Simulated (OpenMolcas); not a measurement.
# AlSiNH8 (SMILES [AlH3-][NH2+][SiH3]): levels of theory compared

We compute a comparison of 6 runs (B3LYP/def2-SVP, BLYP/def2-SVP, M06-L/def2-SVP, PBE/def2-SVP, r2SCAN/def2-SVP, CCSD(T)/def2-SVP) of AlSiNH8. 

The calculation is run with OpenMolcas 26.06.

1 further run of the same task is left out (set aside as unsound or not needed).

## (1) Starting point

AlSiNH8: 11 atoms, total charge 0, spin state singlet. SMILES: `[AlH3-][NH2+][SiH3]`. The coordinates come from a PBE0-D4/def2-TZVP relaxation.

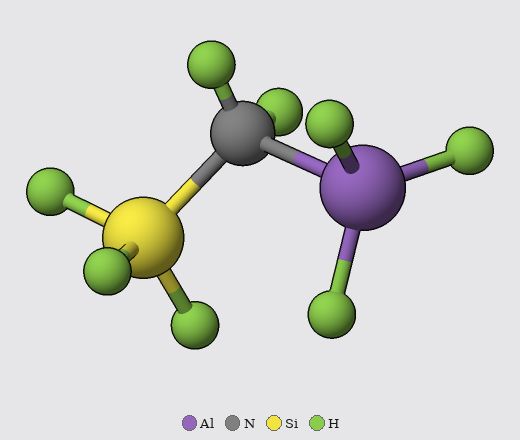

Viewed from a chosen angle; aluminium purple, nitrogen grey, silicon yellow, hydrogen green.

## (2) Energy and gradient at B3LYP/def2-SVP (run 1)

File job.input:

```
&GATEWAY
BasLib
$CurrDir
Coord
11
angstrom
Al      -0.900100       1.211100      -0.740800
N       -0.028300       0.143500       0.802700
Si       0.876200      -1.248700       0.128600
H       -0.721100       0.091900      -1.882400
H        0.093800       2.465300      -0.806700
H       -2.377200       1.435300      -0.165100
H        0.566700       0.786500       1.316700
H       -0.768500      -0.144800       1.435900
H        1.651500      -1.882900       1.228300
H        1.794800      -0.716800      -0.896700
H       -0.122500      -2.197400      -0.400100
Basis
def2-SVP
Group
NoSym
&SEWARD
GridInput
Grid=UltraFine
End of Grid
&SCF
KSDFT
B3LYP
Thresholds
1e-10 1e-07 1e-07 1e-05
PrOrbitals
1 2
&ALASKA
```

The basis set def2-SVP is read from a file made from the Basis Set Exchange's data (not shown).

Command:

```
$ export MOLCAS_MEM=1860
$ pymolcas job.input > job.log
```

The log of the run:

```text
--- Start Module: gateway ---
[...]
--- Stop Module: gateway /rc=_RC_ALL_IS_WELL_ ---
[...]
      Basis functions           90
[...]
--- Start Module: scf ---
[...]
       Convergence after  12 Iterations
[...]
::    Total KS-DFT energy                            -591.3352015404
[...]
      Total spin, S                                     0.0000000000
[...]
      Total electronic charge=   42.000000
      Total            charge=   -0.000000
[...]
      Dipole Moment (debye):
      Origin of the operator (angstrom)=   -0.0007   -0.0054   -0.0691
                   X=  2.0892E+00               Y= -2.6166E+00               Z=  3.6619E+00           Total=  4.9620E+00
      Quadrupole Moment (debye*angstrom):
[...]
--- Stop Module: scf /rc=_RC_ALL_IS_WELL_ ---
[...]
--- Start Module: alaska ---
[...]
 *              Molecular gradients               *
 **************************************************
  Irreducible representation: a
 ------------------------------------------------------------------------------------------
                              X                       Y                       Z
 ------------------------------------------------------------------------------------------
  AL1               2.42567712815944E-03   -2.84015326021336E-03    2.93545822914343E-03
  N2                2.17529879752831E-03   -2.76975560217441E-03    3.06563706113749E-03
  SI3              -5.18001028208559E-03    7.82852316818783E-03    2.41810120105379E-03
  H4                6.04134083261619E-04   -9.46037575247693E-04    1.18125414242609E-04
  H5                2.43586009507135E-04   -1.69976704520458E-04    2.08734833331836E-04
  H6                3.90154169020995E-05   -2.19081361070739E-04    1.82360182691355E-04
  H7               -3.53619421246565E-03   -4.33402953220163E-03   -4.18413278245033E-03
  H8                4.68673825110688E-03    1.49900188936858E-03   -4.82982236840668E-03
[...]
--- Stop Module: alaska /rc=_RC_ALL_IS_WELL_ ---
[...]
```

It took 38 s on 1 thread of Intel Xeon Platinum 8375C at 2.90GHz (Ice Lake), shared host; peak memory 0.5 GiB.

## (3) Energy and gradient at BLYP/def2-SVP (run 2)

File job.input:

```
>>> EXPORT MOLCAS_PRINT=2

&GATEWAY
 BASLIB = $CurrDir
 COORD
 11
 angstrom
 Al      -0.900100       1.211100      -0.740800
 N       -0.028300       0.143500       0.802700
 Si       0.876200      -1.248700       0.128600
 H       -0.721100       0.091900      -1.882400
 H        0.093800       2.465300      -0.806700
 H       -2.377200       1.435300      -0.165100
 H        0.566700       0.786500       1.316700
 H       -0.768500      -0.144800       1.435900
 H        1.651500      -1.882900       1.228300
 H        1.794800      -0.716800      -0.896700
 H       -0.122500      -2.197400      -0.400100
 BASIS = def2-SVP
 GROUP = NoSym

&SEWARD
 GRIDINPUT
 Grid=UltraFine
 End of Grid

&SCF
 KSDFT = BLYP
 THRESHOLDS = 1e-10 1e-07 1e-07 1e-05
 PRORBITALS = 1 1

&ALASKA
```

The basis set def2-SVP is read from a file made from the Basis Set Exchange's data (not shown).

Command:

```
$ export MOLCAS_MEM=1860
$ pymolcas job.input > job.log
```

The log of the run:

```text
--- Start Module: gateway ---
[...]
--- Stop Module: gateway /rc=_RC_ALL_IS_WELL_ ---
[...]
      Basis functions           90
[...]
--- Start Module: scf ---
[...]
       Convergence after  14 Iterations
[...]
::    Total KS-DFT energy                            -591.2331133161
[...]
      Total spin, S                                     0.0000000000
[...]
      Total electronic charge=   42.000000
      Total            charge=   -0.000000
[...]
      Dipole Moment (debye):
      Origin of the operator (angstrom)=   -0.0007   -0.0054   -0.0691
                   X=  2.0588E+00               Y= -2.5786E+00               Z=  3.6224E+00           Total=  4.8999E+00
      Quadrupole Moment (debye*angstrom):
[...]
--- Stop Module: scf /rc=_RC_ALL_IS_WELL_ ---
[...]
--- Start Module: alaska ---
[...]
 *              Molecular gradients               *
 **************************************************
  Irreducible representation: a
 ------------------------------------------------------------------------------------------
                              X                       Y                       Z
 ------------------------------------------------------------------------------------------
  AL1               3.31260528783961E-03   -3.99083645685927E-03    4.37249538045315E-03
  N2                3.17026302432399E-03   -3.85266039959165E-03    6.14831130975357E-03
  SI3              -6.80818660114202E-03    1.03574498983257E-02    3.55165870638863E-03
  H4                4.95287787474229E-04    3.32128284724620E-04    1.62722476696464E-03
  H5               -1.01710768572860E-03   -1.76614482877380E-03    3.15779555574713E-04
  H6                1.95769858672756E-03   -4.88235258495062E-04   -5.46665055037976E-04
  H7               -7.08939619087179E-03   -8.20122083244401E-03   -7.54267918481233E-03
  H8                9.12096762591741E-03    3.19326435903333E-03   -8.86794789151768E-03
[...]
--- Stop Module: alaska /rc=_RC_ALL_IS_WELL_ ---
[...]
```

Wall time 41 s (1 thread of Intel Xeon Platinum 8375C at 2.90GHz (Ice Lake), shared host); peak memory 0.49 GiB.

Runs 3 to 5 aren't shown in full; the table further down has their settings and results.

## (4) A single-point energy at CCSD(T)/def2-SVP (run 6)

File calc.input:

```
* AlH8NSi CCSD(T)

&gateway
 baslib = $CurrDir
 coord
 11
 angstrom
 Al      -0.900100       1.211100      -0.740800
 N       -0.028300       0.143500       0.802700
 Si       0.876200      -1.248700       0.128600
 H       -0.721100       0.091900      -1.882400
 H        0.093800       2.465300      -0.806700
 H       -2.377200       1.435300      -0.165100
 H        0.566700       0.786500       1.316700
 H       -0.768500      -0.144800       1.435900
 H        1.651500      -1.882900       1.228300
 H        1.794800      -0.716800      -0.896700
 H       -0.122500      -2.197400      -0.400100
 basis = def2-SVP
 group = NoSym

&seward

&scf
 thresholds = 1e-10 1e-07 1e-07 1e-05
 prorbitals = 1

&rasscf
 fileorb = $Project.ScfOrb
 spin = 1
 nactel = 0 0 0
 inactive = 21
 ras2 = 0
 outorbitals = Canonical
 orblisting = Few

&motra
 jobiph
 frozen = 11

&ccsdt
 cct
 triples = 2
 iterations = 80
 accuracy = 1e-08
 extrapolation = 5 4
```

The basis set def2-SVP is read from a file made from the Basis Set Exchange's data (not shown).

Command:

```
$ export MOLCAS_MEM=1860
$ pymolcas calc.input > calc.log
```

The log of the run:

```text
--- Start Module: gateway ---
[...]
--- Stop Module: gateway /rc=_RC_ALL_IS_WELL_ ---
[...]
      Basis functions           90
[...]
       Convergence after  11 Iterations
[...]
::    Total SCF energy                               -589.7678473601
[...]
      Total spin, S                                     0.0000000000
[...]
      Number of active orbitals                  0
[...]
      Spin quantum number                      0.0
[...]
      Active orbitals                            0
[...]
      Number of CSFs                             1
[...]
      Number of root(s) required                 1
[...]
      Convergence after  4 iterations
[...]
      Natural orbitals and occupation numbers for root  1
      ************************************************************************************************************************
      *                                                    Final results                                                     *
      ************************************************************************************************************************
[...]
::    RASSCF root number  1 Total energy:   -589.76784736
[...]
      Total electronic charge=   42.000000
      Total            charge=   -0.000000
[...]
      Dipole Moment (debye):
      Origin of the operator (angstrom)=   -0.0007   -0.0054   -0.0691
                   X=  2.1718E+00               Y= -2.7164E+00               Z=  3.7979E+00           Total=  5.1498E+00
      Quadrupole Moment (debye*angstrom):
[...]
--- Start Module: motra ---
[...]
      *** WARNING: Default frozen orbitals is overwritten by user input.
      *** Default values:   5
[...]
--- Stop Module: motra /rc=_RC_ALL_IS_WELL_ ---
[...]
--- Start Module: ccsdt ---
[...]
      Convergence after                    15  Iterations
      Total energy (diff) :    -590.18957060      -0.00000000
[...]
 METHOD                       : CCSD+T(CCSD)+<T3(1)WT1> = CCSD(T)
[...]
       CCSD     =      -590.1895705968070
[...]
--- Stop Module: ccsdt /rc=_RC_ALL_IS_WELL_ ---
[...]
```

Wall time 35 s (1 thread of Intel Xeon Platinum 8375C at 2.90GHz (Ice Lake), shared host); peak memory 0.49 GiB.

## (5) The series

```csv
run,level,task,integration grid,energy (Eh),dipole moment (D) of the reference,HOMO energy (eV),LUMO energy (eV),wall time
1,B3LYP/def2-SVP,gradient,UltraFine,-591.335202,4.96,-7.23,-0.57,38 s
2,BLYP/def2-SVP,gradient,UltraFine,-591.233113,4.90,-6.05,-1.09,41 s
3,M06-L/def2-SVP,gradient,UltraFine,-591.282146,4.95,-6.55,-0.62,49 s
4,PBE/def2-SVP,gradient,UltraFine,-590.900578,4.89,-6.18,-1.22,40 s
5,r2SCAN/def2-SVP,gradient,UltraFine,-591.193362,4.99,-6.51,-0.84,49 s
6,CCSD(T)/def2-SVP,energy,–,-590.198629,5.15,-10.59,2.80,35 s
```

## (6) Results

```
                                           quantity          value
                                run 6: total energy  -590.19863 Eh
          run 6: dipole moment (mean-field density)         5.15 D
         run 6: HOMO energy (Hartree–Fock orbitals)      -10.59 eV
         run 6: LUMO energy (Hartree–Fock orbitals)        2.80 eV
       run 6: HOMO–LUMO gap (Hartree–Fock orbitals)       13.40 eV
run 6: correlation energy (11 core orbitals frozen)     -430.8 mEh
                              run 6: (T) correction      -9.06 mEh
```

In words: Over runs 1, 2, 3, 4, 5 the dipole moment (its size) runs from 4.89 D (PBE/def2-SVP) to 4.99 D (r2SCAN/def2-SVP). Over runs 1, 2, 3, 4, 5 the HOMO–LUMO gap runs from 4.96 eV (PBE/def2-SVP) to 6.65 eV (B3LYP/def2-SVP). Totals of different functionals can't be ranked against each other. All runs together took 4.2 min, the longest 49 s.
